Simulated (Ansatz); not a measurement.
# Cl₄FHMoO: what the fields show

| atom | x (Å) | y (Å) | z (Å) |
| --- | --- | --- | --- |
| Cl | 0.6664 | -2.0330 | -1.0146 |
| Cl | 0.0283 | 0.8067 | -2.4026 |
| Cl | 0.1859 | 2.2931 | 0.4549 |
| Cl | 2.6135 | 0.3418 | -0.1872 |
| F | 0.4571 | -0.4715 | 1.5006 |
| Mo | 0.3352 | 0.1155 | -0.2671 |
| O | -1.4561 | -0.1789 | 0.0154 |
| H | -1.8734 | -0.5005 | 0.8300 |

Geometry: PBE0-D4/def2-SVP; core potentials replace the inner electrons of Mo.

These are results of isolated molecule in a Gaussian basis; Kohn-Sham density functional theory, functional PBE0 (Ansatz), not measurements.

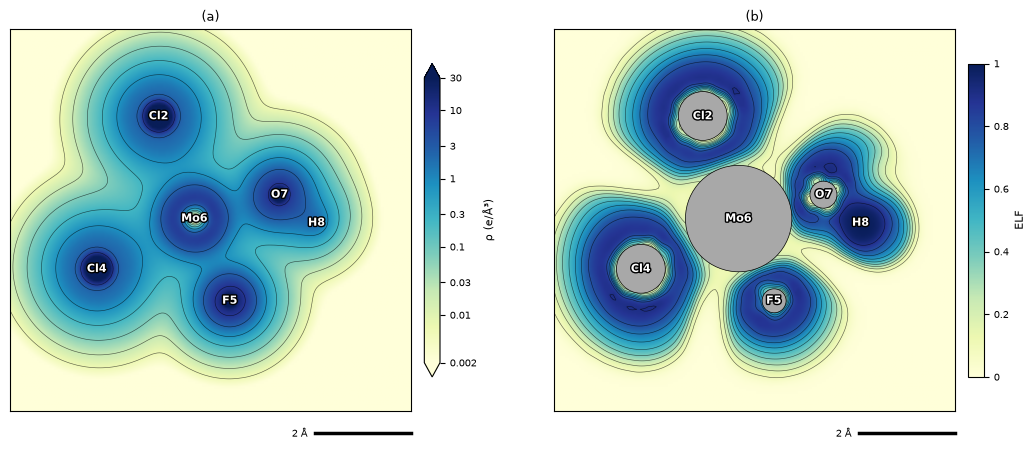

Figure 1. (a) electron density; (b) electron localisation function on the plane of atoms F5, Mo6 and O7. Grey discs cover the atomic cores in the ELF map.

Q: Describe what can be read from this map.

A: Atoms in the plane: Cl, F, Mo, O and H.
Mo–O (1.84 Å): ρ is about 1.3 e/Å³ halfway; the ELF peaks at about 0.85 in the valence shell of O, 0.6 Å from its nucleus, and is about 0.30 at the midpoint.
Mo–F (1.87 Å): the density is about 1.1 e/Å³ at the midpoint; the ELF peaks at about 0.80 in the valence shell of F, 0.5 Å from its nucleus, and drops to about 0.25 between the two atoms.
Mo–Cl (2.27 Å): ρ at the midpoint is about 0.69 e/Å³; the ELF peaks at about 0.85 in the valence shell of Cl, 0.8 Å from its nucleus, and is about 0.35 at the midpoint.
O–H (0.97 Å): ρ at the midpoint is about 3.7 e/Å³; the ELF climbs to about 1 towards the hydrogen, as it does in any bond to H: an ordinary covalent bond to hydrogen.

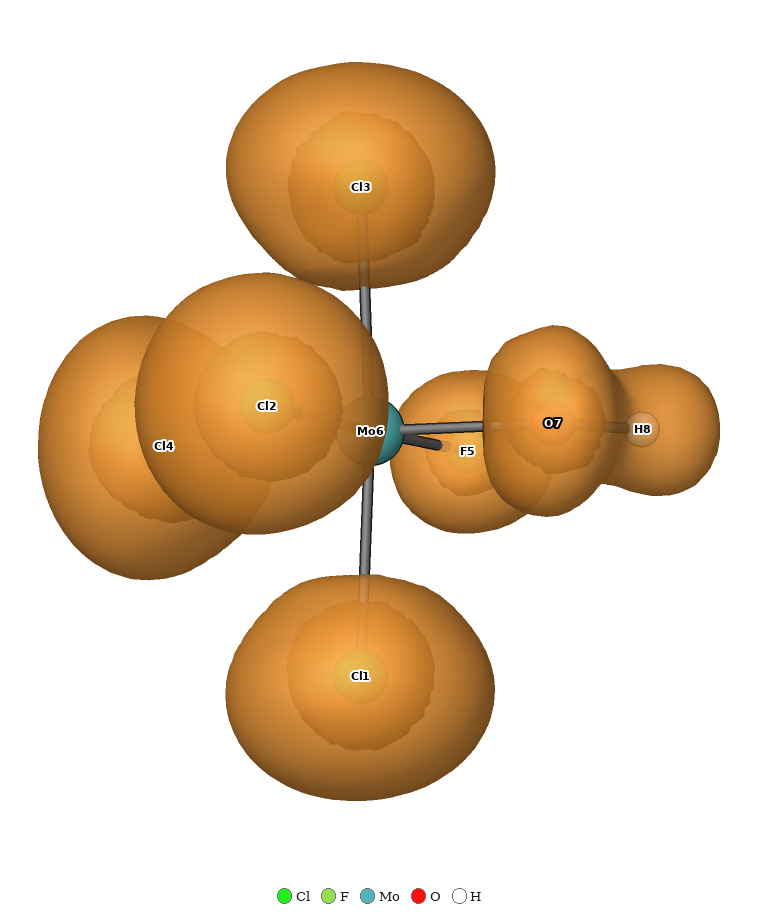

Figure 2. Isosurface of the electron localisation function at 0.75 (orange), seen across its widest extent. Only the valence region is drawn (cores and ρ < 0.01 e/Å³ removed).

Q: Identify the bonds, lone pairs and shells in this picture.

A: The ELF exceeds this value in four regions wrapped around Cl (the valence shell of each), one region wrapped around F (its valence shell) and one joined region spread over several atoms (H, O), in which their bonds and any lone pairs are merged.

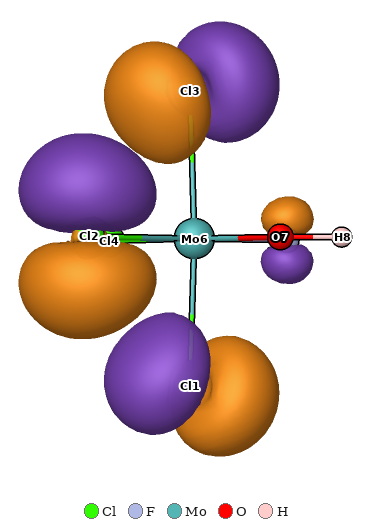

Figure 3. The HOMO−1 at ±0.1 Å⁻³ᐟ² (orange and purple are the two phases), seen at a tilt.

Q: Describe this orbital and give its energy.

A: It lies mainly on Cl2 (about 45 %), Cl1 (about 25 %) and Cl3 (about 25 %); largely a combination of lone pairs on Cl2, Cl1 and Cl3. Its energy is −9.31 eV.
